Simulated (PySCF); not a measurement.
## Electronic structure of C5H7FNO2 (SMILES CO[C]1NC(=O)C[C@H]1F) (doublet) in real space

```xyz
16

C    -2.4300   -0.8023   -0.1034
O    -1.2841   -1.0974   -0.8801
C    -0.1929   -0.3220   -0.6502
N     0.8300   -0.3125   -1.5621
C     1.9632    0.3168   -1.1237
O     2.9800    0.4569   -1.7653
C     1.6710    0.7883    0.2980
C     0.2237    0.3864    0.5842
F    -0.5648    1.5412    0.7977
H    -3.2437   -1.3744   -0.5443
H    -2.2895   -1.1116    0.9365
H    -2.6656    0.2642   -0.1318
H     0.7472   -0.7460   -2.4695
H     1.7832    1.8708    0.3586
H     2.3797    0.3361    0.9906
H     0.0849   -0.1855    1.5114
```

Geometry: GFN2-xTB.

Method: UKS B3LYP, pcH-1 on C F H N O, non-relativistic, mean-field spin-orbit, GIAO (PySCF 2.14.0, density-fitted response routines).

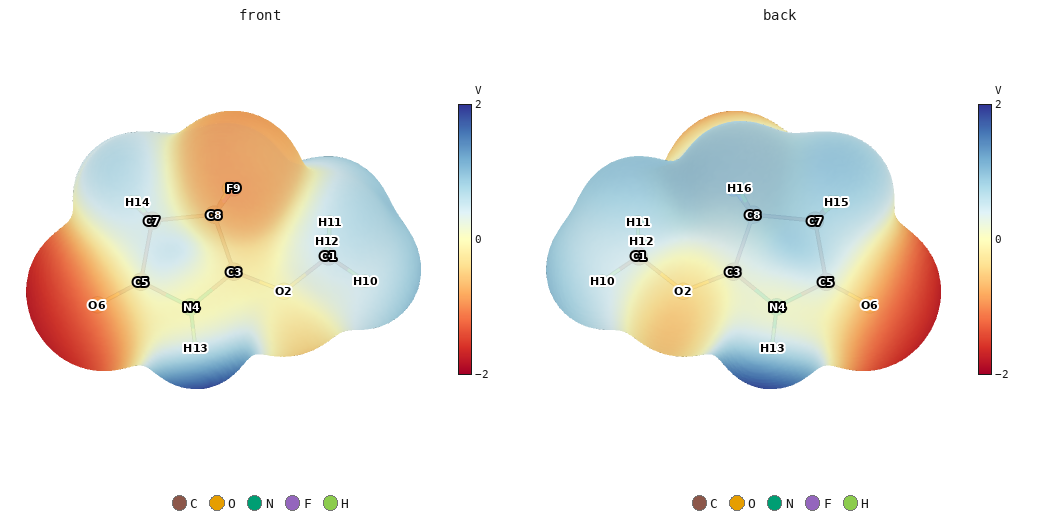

Figure 1. The electrostatic potential painted on the density surface at 0.001 e/bohr³, seen from the front and from behind; the colour scale runs from red (negative) to blue (positive).

### Describe the electrostatic potential map.

The most negative region (about −1.7 V) lies over O6, the most positive (about +1.8 V) over H13. O6 is the likeliest acceptor of a hydrogen bond.

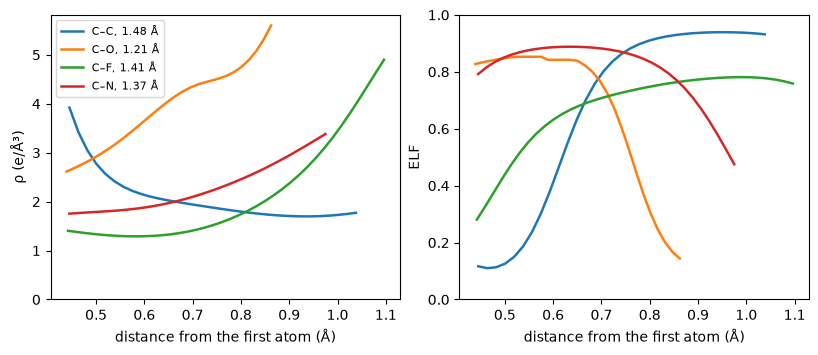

Figure 2. Total electron density and ELF along straight lines between neighbouring atoms. The curves leave out the atomic cores.

### What kind of bonding do the profiles show?

C–C (1.48 Å): ρ is about 1.9 e/Å³ halfway; the ELF peaks at about 0.95 between the atoms, as expected for a covalent bond.
C–O (1.21 Å): ρ is about 3.7 e/Å³ halfway; the ELF peaks at about 0.85 between the atoms; a multiple bond.
C–F (1.41 Å): ρ is about 1.4 e/Å³ halfway; the ELF peaks at about 0.80 between the atoms; a polar covalent bond.
C–N (1.37 Å): the density is about 2.1 e/Å³ at the midpoint; the ELF peaks at about 0.90 between the atoms: localised, covalent bonding.
